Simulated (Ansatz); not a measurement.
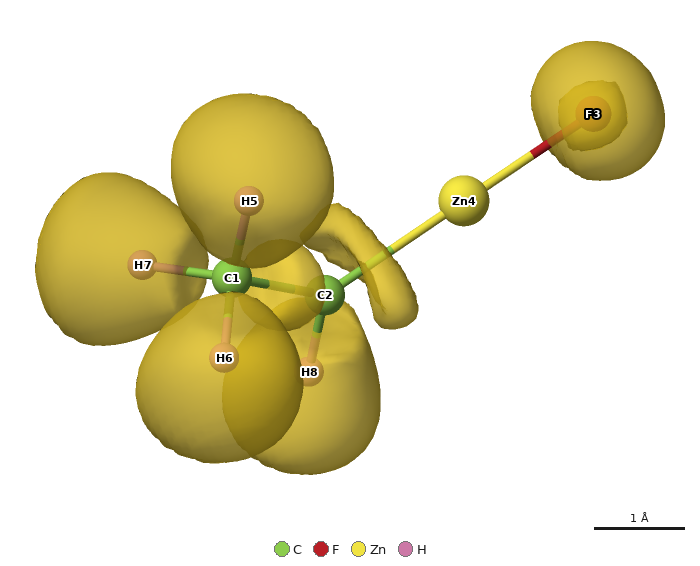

C2H4FZn (SMILES C[CH][Zn][F]) (doublet). Isosurface of the electron localisation function at 0.75 (yellow), seen at an oblique angle. Only the valence region is drawn (cores and ρ < 0.01 e/Å³ removed).

Geometry: PBE0-D3(BJ)/pcseg-1.

Theory: isolated molecule in a Gaussian basis; Kohn-Sham density functional theory, functional PBE0 (Ansatz).

Input

```
basis:
  gaussian:
    orbitals: def2-TZVPD
crystal:
  periodic: [false, false, false]
  atoms:
    - {symbol: C, position_ang: [-3.120615, -1.229717, -0.112970]}
    - {symbol: C, position_ang: [-2.351163, 0.045796, -0.105711]}
    - {symbol: F, position_ang: [0.906791, 0.678089, 1.439793]}
    - {symbol: Zn, position_ang: [-0.661711, 0.368359, 0.697474]}
    - {symbol: H, position_ang: [-2.624048, -2.051399, 0.414659]}
    - {symbol: H, position_ang: [-3.314309, -1.571058, -1.143609]}
    - {symbol: H, position_ang: [-4.114073, -1.097110, 0.347127]}
    - {symbol: H, position_ang: [-2.838392, 0.874532, -0.630333]}
total_charge: 0
magnetization:
  spin_polarized: true
  initial_magnetization: 1
hamiltonian:
  xc: pbe0
output: {forces: true, orbitals: {seedname: orbitals}}
```

Run with:

```sh
ansatz run input.yaml --threads 2 --pin off --max-ram 4350MiB --events-out events.jsonl --progress --plain --runs-dir runs
```

> Identify the bonds, lone pairs and shells in this picture.

At this value the surface marks out one region between bonded C–C atoms (shared pairs), four regions around hydrogen nuclei, one lobe of the valence shell of C pointing towards Zn (polar bonds) and one region wrapped around F (its valence shell). Along the contacts the grid gives the following. C–C (1.49 Å): the ELF peaks at about 0.95 between the atoms (a shared electron pair). Zn–F (1.76 Å): the ELF peaks at about 0.85 in the valence shell of F, 0.6 Å from its nucleus, and is about 0.15 at the midpoint.
